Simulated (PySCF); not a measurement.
C₂H₅F₃Si, SMILES CC[Si](F)(F)F at its GFN2-xTB optimised geometry (Å):

```
11

C     -1.7641    -1.0550     1.3609
C     -0.2314    -1.0515     1.3909
Si     0.5417    -0.0551     0.0000
F      0.1490    -0.5500    -1.4568
F      2.1301    -0.0551     0.0000
F      0.1490     1.4834     0.0000
H     -2.1552    -1.6439     2.1874
H     -2.1535    -0.0437     1.4461
H     -2.1301    -1.4834     0.4313
H      0.1005    -0.6579     2.3543
H      0.1234    -2.0836     1.3461
```

Computed with PBE0/def2-TZVP (PySCF). Cells within 0.4 Å of a nucleus heavier than hydrogen are left out (blank, or x).

Map of the deformation density (molecule minus spherical neutral atoms) (e/bohr³) on the plane z = 0.0 Å:

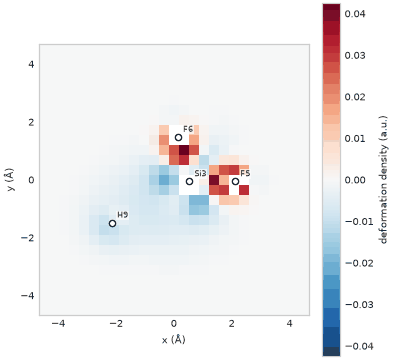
Deformation density (molecule minus spherical neutral atoms) (e/bohr³) on the plane z = 0.0 Å.
